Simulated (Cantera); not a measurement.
Feed: 1 mol CuO, 0.43 mol C, 0.12 mol N2, equilibrated at 2550 K.

Cantera equilibrium calculation (NASA polynomials, part measured and part estimated; ideal gas, pure solids and liquids). Candidate condensed phases: C, Cu, CuO, Cu2O; 27 gas species. Each liquid is taken as pure. Mutual solubility and eutectic melting of coexisting phases are not modelled. Rates play no part.

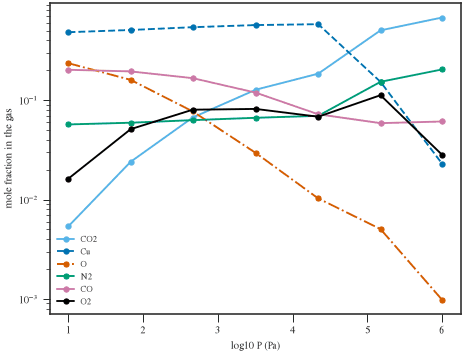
Figure. Equilibrium gas composition (values under 1e-9 drawn at 1e-9)

Question: Read off the mole fractions at 10.0 Pa.

Answer: Cu about 0.48, O about 0.24, CO about 0.20, N2 about 0.057, O2 about 0.016, CO2 about 0.0054.
